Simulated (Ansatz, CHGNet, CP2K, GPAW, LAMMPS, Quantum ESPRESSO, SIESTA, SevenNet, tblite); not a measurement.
# CP2K on glassy 40SiO2-28Al2O3-16Li2O-16SrO (mol %) (85 atoms): settings against a plane-wave reference, part 3 of 3

How do the settings of CP2K change the result for glassy 40SiO2-28Al2O3-16Li2O-16SrO (mol %) (85 atoms)? A plane-wave run serves as the yardstick.

Program: CP2K 2026.2; the method stands at each step. Banners, paths, timers and routine set-up lines are dropped from the logs unmarked, and long logs keep their key lines alone; longer cuts are marked.

So far. Step 5 (PBE, SZV-MOLOPT-SR, 600/50 Ry, diagonalisation): Against the first run (9.8 %), the force difference from the reference is 133 %, at 0.54 times the CPU time (on 1 against 4 cores), with 328 basis functions against 1053: the smaller basis costs accuracy. Step 6 (PBE+D3(BJ), DZVP-MOLOPT-SR, 600/50 Ry, diagonalisation): Against the first run (9.8 %), the force difference from the reference is 9.9 %, at 1.00 times the CPU time; the model has changed, so this is no error of the program alone.

## 7. PBE, DZVP-MOLOPT-SR, 300/50 Ry, diagonalisation

Method: Kohn-Sham DFT, PBE, GTH-PBE pseudopotentials, Gaussian and plane waves, DZVP-MOLOPT-SR-GTH, diagonalisation.

Contents of input.inp:

```
&GLOBAL
  PROJECT cell
  RUN_TYPE ENERGY_FORCE
  PRINT_LEVEL LOW
&END GLOBAL
&FORCE_EVAL
  METHOD QS
  STRESS_TENSOR ANALYTICAL
  &DFT
    BASIS_SET_FILE_NAME BASIS_MOLOPT
    POTENTIAL_FILE_NAME GTH_POTENTIALS
    &MGRID
      CUTOFF 300
      REL_CUTOFF 50
    &END MGRID
    &QS
      EPS_DEFAULT 1.0E-12
    &END QS
    &SCF
      SCF_GUESS ATOMIC
      EPS_SCF 1.0E-06
      MAX_SCF 200
      ADDED_MOS 14
      &DIAGONALIZATION
        ALGORITHM STANDARD
      &END DIAGONALIZATION
      &SMEAR ON
        METHOD FERMI_DIRAC
        ELECTRONIC_TEMPERATURE [K] 580
      &END SMEAR
      &MIXING
        METHOD BROYDEN_MIXING
        ALPHA 0.3
        NBROYDEN 8
      &END MIXING
      &PRINT
        &RESTART OFF
        &END RESTART
      &END PRINT
    &END SCF
    &XC
      &XC_FUNCTIONAL PBE
      &END XC_FUNCTIONAL
    &END XC
    &PRINT
      &MULLIKEN ON
      &END MULLIKEN
      &LOWDIN ON
      &END LOWDIN
      &MO ON
        EIGENVALUES T
        OCCUPATION_NUMBERS T
        MO_INDEX_RANGE 209 232
        &EACH
          QS_SCF 0
        &END EACH
        ADD_LAST NUMERIC
      &END MO
    &END PRINT
  &END DFT
  &SUBSYS
    &CELL
      A 10.15170 0.00000 0.00000
      B 0.00000 10.15170 0.00000
      C 0.00000 0.00000 10.15170
    &END CELL
    &TOPOLOGY
      COORD_FILE_NAME structure.xyz
      COORD_FILE_FORMAT XYZ
    &END TOPOLOGY
    &KIND Si
      BASIS_SET DZVP-MOLOPT-SR-GTH-q4
      POTENTIAL GTH-PBE-q4
    &END KIND
    &KIND Al
      BASIS_SET DZVP-MOLOPT-SR-GTH-q3
      POTENTIAL GTH-PBE-q3
    &END KIND
    &KIND Li
      BASIS_SET DZVP-MOLOPT-SR-GTH-q3
      POTENTIAL GTH-PBE-q3
    &END KIND
    &KIND Sr
      BASIS_SET DZVP-MOLOPT-SR-GTH-q10
      POTENTIAL GTH-PBE-q10
    &END KIND
    &KIND O
      BASIS_SET DZVP-MOLOPT-SR-GTH-q6
      POTENTIAL GTH-PBE-q6
    &END KIND
  &END SUBSYS
  &PRINT
    &FORCES ON
    &END FORCES
    &STRESS_TENSOR ON
    &END STRESS_TENSOR
  &END PRINT
&END FORCE_EVAL
```

Contents of structure.xyz:

```xyz
85

[... 85 atom lines left out: the same atoms as in the first run ...]
```

Command:

```console
$ OMP_NUM_THREADS=2 cp2k.psmp -i input.inp > output.txt
```

Numbers of over 12 decimals in the logs are rounded to 6 here.

What it wrote:

```text
CP2K| version string:                                       CP2K version 2026.2
 CP2K| Input file name                                                 input.inp
 GLOBAL| Basis set file name                                        BASIS_MOLOPT
 GLOBAL| Potential file name                                      GTH_POTENTIALS
 GLOBAL| Run type                                                   ENERGY_FORCE
 GLOBAL| Total number of message passing processes                             1
 GLOBAL| Number of threads for this process                                    2
 TOTAL NUMBERS AND MAXIMUM NUMBERS
  Total number of            - Atomic kinds:                                   5
                             - Atoms:                                         85
[... lines left out ...]
                        Smear method:                                FERMI_DIRAC
[... lines left out ...]
 Number of electrons:                                                        440
[... lines left out ...]
  Step     Update method      Time    Convergence         Total energy    Change
[... lines left out ...]
  *** SCF run converged in    16 steps ***
[... lines left out ...]
  Fermi energy:                                                 0.202162
  Total energy:                                             -1041.637831
  Total energy (extrapolated to T->0):                      -1041.637831
[... lines left out ...]
 MO| E(Fermi):            0.202162 a.u.          5.501113 eV
[... lines left out ...]
       1     Si       1          3.306628                              0.693372
       2     Si       1          3.423193                              0.576807
       3     Si       1          3.310453                              0.689547
[...]
# Total charge                            440.000000                 -0.000000
 !-----------------------------------------------------------------------------!
 LOWDIN POPULATION ANALYSIS
 #  Atom  Element  Kind  Atomic population                           Net charge
[...]
84     O        5          6.521707                             -0.521707
      85     O        5          6.663735                             -0.663735
 # Total charge                            440.000000                 -0.000000
 ENERGY| Total FORCE_EVAL ( QS ) energy [hartree]          -1041.637843
 FORCES| Atomic forces [hartree/bohr]
 FORCES|   Atom     x               y               z               |f|
 FORCES|      1  6.02416063E-03  2.25522272E-02  1.79748071E-02   2.94616217E-02
 FORCES|      2  1.47316738E-02  2.93524530E-04 -1.45647808E-02   2.07181372E-02
 FORCES|      3 -4.37673481E-04 -1.46001865E-02  4.19672990E-03   1.51976822E-02
[...]
FORCES|     84  1.95247823E-02 -1.82908333E-02 -2.27865454E-03   2.68507723E-02
 FORCES|     85  1.64546938E-02 -3.97083821E-02 -3.40855101E-02   5.48574020E-02
 FORCES| Sum     1.70921203E-02 -6.49660922E-04  1.75474234E-02
 FORCES| Total atomic force                                       2.45045854E-02
 STRESS| Analytical stress tensor [bar]
 STRESS|                        x                   y                   z
 STRESS|      x        3.84041876427E+04  -6.57064953390E+03  -2.58242300093E+02
 STRESS|      y       -6.57064953390E+03   4.98924151002E+04   9.80310640193E+03
 STRESS|      z       -2.58242300093E+02   9.80310640193E+03   4.70237984206E+04
 STRESS| 1/3 Trace                                             4.51068003878E+04
```

Elapsed: 99 s, on 2 threads of Arm Neoverse V2, shared host; peak memory 1.2 GiB.

Compared with the plane-wave run:

| Quantity | Value |
| --- | --- |
| r.m.s. force component | 0.7524 eV/Å |
| r.m.s. difference of force components | 116.4 meV/Å |
| longest difference of force vectors | 418.3 meV/Å |
| force difference over r.m.s. force | 15.83 % |
| slope of forces against the reference's | 1.01 |
| correlation of force components | 0.988 |
| gap (highest filled to lowest empty level) | 3.582 eV |
| gap difference | -0.0849 eV |
| pressure | 4.511 GPa |
| pressure difference | 0.2202 GPa |
| energy less the same-level run's | -3.182 meV/atom |
| r.m.s. force difference from the same-level run | 104 meV/Å |

This is a coarse setting, run to see what it loses.

Against the first run (9.8 %), the force difference from the reference is 16 %, at 0.66 times the CPU time (on 2 against 4 cores): the grid matters here.

The forces add up to 1.3 eV/Å instead of zero, usually a sign of too coarse a grid.

## 8. GFN1-xTB, diagonalisation

Method: GFN1-xTB tight binding (the program's own implementation), diagonalisation.

Contents of input.inp:

```
&GLOBAL
  PROJECT cell
  RUN_TYPE ENERGY_FORCE
  PRINT_LEVEL LOW
&END GLOBAL
&FORCE_EVAL
  METHOD QS
  STRESS_TENSOR ANALYTICAL
  &DFT
    &QS
      METHOD XTB
      &XTB
        GFN_TYPE 1
        DO_EWALD T
        CHECK_ATOMIC_CHARGES F
      &END XTB
    &END QS
    &SCF
      SCF_GUESS ATOMIC
      EPS_SCF 1.0E-06
      MAX_SCF 200
      ADDED_MOS 14
      &DIAGONALIZATION
        ALGORITHM STANDARD
      &END DIAGONALIZATION
      &SMEAR ON
        METHOD FERMI_DIRAC
        ELECTRONIC_TEMPERATURE [K] 580
      &END SMEAR
      &MIXING
        METHOD BROYDEN_MIXING
        ALPHA 0.3
        NBROYDEN 8
      &END MIXING
      &PRINT
        &RESTART OFF
        &END RESTART
      &END PRINT
    &END SCF
    &PRINT
      &MULLIKEN ON
      &END MULLIKEN
    &END PRINT
  &END DFT
  &SUBSYS
    &CELL
      A 10.15170 0.00000 0.00000
      B 0.00000 10.15170 0.00000
      C 0.00000 0.00000 10.15170
    &END CELL
    &TOPOLOGY
      COORD_FILE_NAME structure.xyz
      COORD_FILE_FORMAT XYZ
    &END TOPOLOGY
  &END SUBSYS
  &PRINT
    &FORCES ON
    &END FORCES
    &STRESS_TENSOR ON
    &END STRESS_TENSOR
  &END PRINT
&END FORCE_EVAL
```

structure.xyz is that of step 7.

Command:

```console
$ OMP_NUM_THREADS=1 cp2k.psmp -i input.inp > output.txt
```

What it wrote:

```text
CP2K| version string:                                       CP2K version 2026.2
 CP2K| Input file name                                                 input.inp
 GLOBAL| Basis set file name                                           BASIS_SET
 GLOBAL| Potential file name                                           POTENTIAL
 GLOBAL| Run type                                                   ENERGY_FORCE
 GLOBAL| Total number of message passing processes                             1
 GLOBAL| Number of threads for this process                                    1
                  #####   #####        #          ####### ######
                 #     # #     #      #              #    #     #
                 #     # #           #    ##   ##    #    #     #
[... lines left out ...]
                        Smear method:                                FERMI_DIRAC
[... lines left out ...]
 Number of electrons:                                                        392
[... lines left out ...]
  Step     Update method      Time    Convergence         Total energy    Change
[... lines left out ...]
     2 Mixing/Diag.0.30E+00    0.1    73.88109069      -282.6519984191  1.16E+01
     3 Broy./Diag. 0.30E+00    0.1    79.95217454       201.6115343695  4.84E+02
     4 Broy./Diag. 0.30E+00    0.1    26.47135909       -71.7020420539 -2.73E+02
     5 Broy./Diag. 0.30E+00    0.1    14.85576137      -206.2848299936 -1.35E+02
[... lines left out ...]
   199 Broy./Diag. 0.30E+00    0.1    44.39044274     13213.2295498268  8.59E+03
   200 Broy./Diag. 0.30E+00    0.1    55.89098675      3232.8720440945 -9.98E+03
  Leaving inner SCF loop after reaching   200 steps.
  Core Hamiltonian energy:                                    484.374093
  Repulsive potential energy:                                   1.202950
  Electronic energy:                                          875.179777
  DFTB3 3rd order energy:                                    1872.465937
  Dispersion energy:                                           -0.350712
  Correction for halogen bonding:                               0.000000
  Electronic entropic energy:                                  -4.11367e-05
  Fermi energy:                                                 3.290720
  Total energy:                                              3232.872044
  Total energy (extrapolated to T->0):                       3232.872065
 *   ___                                                                       *
 *  /   \                                                                      *
 * [ABORT]                                                                     *
 *  \___/     SCF run NOT converged. To continue the calculation regardless,   *
 *    |             please set the keyword IGNORE_CONVERGENCE_FAILURE.         *
 *  O/|                                                                        *
 * /| |                                                                        *
```

It took 21 s on 1 thread; peak memory 0.23 GiB.

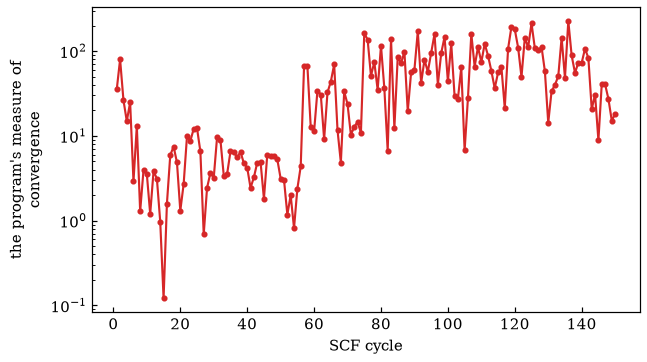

Convergence by cycle in this run.

The run stopped without converging, so its numbers are no property of the system.

## 9. Side by side

Differences are against the plane-wave reference, forces as r.m.s. over components; share is that over the reference's r.m.s. force, slope the least-squares factor from reference forces to these. Total energies of different programs have different zeros and aren't compared.

| run | Δ force, r.m.s. (meV/Å) | share (%) | slope | Δ pressure (GPa) | Δ gap (eV) | cores | CPU time | memory (GiB) |
| --- | --- | --- | --- | --- | --- | --- | --- | --- |
| reference | - | - | - | - | - | 8 | 41 s | 1.3 |
| CP2K PBE, DZVP-MOLOPT-SR, 600/50 Ry, diagonalisation | 72.0 | 9.78 | 1.009 | 0.0398 | -0.0834 | 4 | 4.8 min | 3.9 |
| CP2K PBE, DZVP-MOLOPT-SR, 600/50 Ry, TRS4 filter 1e-07, SCF 1e-07 | 70.0 | 9.51 | 1.011 | 0.0326 | - | 4 | 2.9 min | 2.6 |
| CP2K PBE, DZVP-MOLOPT-SR, 600/50 Ry, TRS4 filter 1e-03, SCF 1e-04 (coarse) | 190 | 25.8 | 0.955 | 0.291 | - | 4 | 99 s | 2.6 |
| CP2K PBE, SZV-MOLOPT-SR, 600/50 Ry, diagonalisation (coarse) | 978 | 133 | 1.995 | 17.1 | -1.43 | 1 | 2.6 min | 2.4 |
| CP2K PBE+D3(BJ), DZVP-MOLOPT-SR, 600/50 Ry, diagonalisation | 73.0 | 9.93 | 1.010 | -2.27 | -0.0834 | 4 | 4.8 min | 4 |
| CP2K PBE, DZVP-MOLOPT-SR, 300/50 Ry, diagonalisation (coarse) | 116 | 15.8 | 1.010 | 0.220 | -0.0849 | 2 | 3.2 min | 1.2 |

Rows marked coarse were listed beforehand as settings not expected to be converged; some can still land near the reference.

CPU time is summed over cores on a shared host, where runs went side by side, so it is rough. Symmetry, cutoffs, thresholds, outputs and thread counts weren't matched or tuned between programs; memory under MPI is the largest rank's times the ranks.

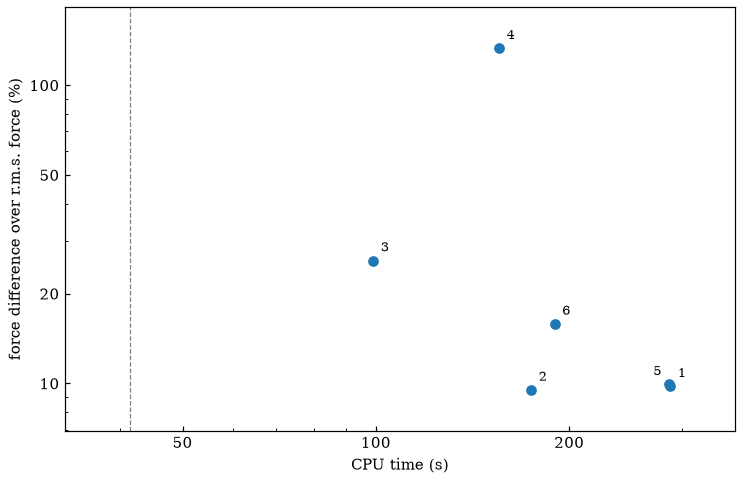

Force difference against CPU time; the dashed line marks the reference's time. Points: 1 CP2K PBE, DZVP-MOLOPT-SR, 600/50 Ry, diagonalisation; 2 CP2K PBE, DZVP-MOLOPT-SR, 600/50 Ry, TRS4 filter 1e-07, SCF 1e-07; 3 CP2K PBE, DZVP-MOLOPT-SR, 600/50 Ry, TRS4 filter 1e-03, SCF 1e-04; 4 CP2K PBE, SZV-MOLOPT-SR, 600/50 Ry, diagonalisation; 5 CP2K PBE+D3(BJ), DZVP-MOLOPT-SR, 600/50 Ry, diagonalisation; 6 CP2K PBE, DZVP-MOLOPT-SR, 300/50 Ry, diagonalisation.

Mean charges by element (e), by run and scheme:

| run | scheme | Si | Al | Li | Sr | O |
| --- | --- | --- | --- | --- | --- | --- |
| reference | Löwdin | +1.69 | +1.27 | +0.81 | +1.87 | -0.89 |
| CP2K PBE, DZVP-MOLOPT-SR, 600/50 Ry, diagonalisation | Mulliken | +0.67 | +1.10 | +0.68 | +1.18 | -0.66 |
| CP2K PBE, DZVP-MOLOPT-SR, 600/50 Ry, TRS4 filter 1e-07, SCF 1e-07 | Mulliken | +0.67 | +1.10 | +0.68 | +1.18 | -0.66 |
| CP2K PBE+D3(BJ), DZVP-MOLOPT-SR, 600/50 Ry, diagonalisation | Mulliken | +0.67 | +1.10 | +0.68 | +1.18 | -0.66 |

The reference's Löwdin charges lack the electrons that the projection spills, 0.057 e an atom on average.

Within one program, basis, potentials and functional, energies share a zero. Each run against its twin at the usual cutoff or grid and solver:

| run | twin | Δ energy (meV/atom) | Δ force, r.m.s. (meV/Å) | CPU time over the twin's |
| --- | --- | --- | --- | --- |
| CP2K PBE, DZVP-MOLOPT-SR, 600/50 Ry, TRS4 filter 1e-07, SCF 1e-07 | DZVP-MOLOPT-SR, 600/50 Ry, diagonalisation | 0.0093 | 7.00 | 0.61 |
| CP2K PBE, DZVP-MOLOPT-SR, 600/50 Ry, TRS4 filter 1e-03, SCF 1e-04 | DZVP-MOLOPT-SR, 600/50 Ry, diagonalisation | 30.9 | 152 | 0.34 |
| CP2K PBE, DZVP-MOLOPT-SR, 300/50 Ry, diagonalisation | DZVP-MOLOPT-SR, 600/50 Ry, diagonalisation | -3.18 | 104 | 0.66 (this twin ran on 4 cores) |

Further runs of this program without a result: CP2K HSE06 with ADMM, PBE0 potentials, DZVP-UZH, 600/50 Ry, OT DIIS (cut off at its time limit).

## 10. Results

```json
{
 "nearest in forces": "CP2K PBE, DZVP-MOLOPT-SR, 600/50 Ry, TRS4 filter 1e-07, SCF 1e-07, 9.5 %",
 "its CPU time": "2.9 min"
}
```

The PBE runs in local orbitals, coarse settings apart, differ by 9.5 % (CP2K PBE, DZVP-MOLOPT-SR, 600/50 Ry, TRS4 filter 1e-07, SCF 1e-07) to 9.8 % (CP2K PBE, DZVP-MOLOPT-SR, 600/50 Ry, diagonalisation); basis, grid and potentials can all enter. Rows with another functional or a dispersion term differ by 9.9 % (CP2K PBE+D3(BJ), DZVP-MOLOPT-SR, 600/50 Ry, diagonalisation), which mixes the change of model with differences of basis and potentials. Runs with settings chosen to be coarse differ by 16 % (CP2K PBE, DZVP-MOLOPT-SR, 300/50 Ry, diagonalisation) to 133 % (CP2K PBE, SZV-MOLOPT-SR, 600/50 Ry, diagonalisation), their programs' other errors included. None of the electronic-structure runs in the table takes under half the reference's CPU time of 41 s; they take 2.4 to 6.9 times as much. At the same functional, gaps differ from the reference's 3.67 eV by between -1.43 and -0.08 eV. In pressure, CP2K PBE, SZV-MOLOPT-SR, 600/50 Ry, diagonalisation misses by +17.1 GPa, at the same functional. Charges hang on scheme and program or settings: among these rows the mean for Si runs from +0.67 to +1.69 e. With TRS4, tightening the sparsity filter from 1e-03 to 1e-07, and the SCF threshold with it, takes the force difference from the cubic solver from 152 to 7.0 meV/Å, and the CPU time from 0.34 to 0.61 times the cubic solver's. The quench rate of 6 K/ps is many orders above laboratory rates, so the cell is likely richer in defects and strain than a real sample. The network of bonds at the start is that of the classical potential that made the cell, and needn't be the one that DFT or experiment would give. The reference's pressure of 4.3 GPa belongs to a cell and atoms that aren't relaxed at this level. The electronic-structure runs sample only Γ, in a cell whose shortest periodic width is 10 Å.

[Also dropped from logs without a mark: logging warnings of Python, and SIESTA's first energy breakdown and zero terms.]

[Logs are printed without paths, hosts, clocks, repeated set-up lines and the standing remarks that a program may print on its own settings, such as how far it seeks lower states.]

[Hosts, paths, dates, database ids (printed as entryN), source tags and the programs' standing remarks are cut or masked in the printed files.]
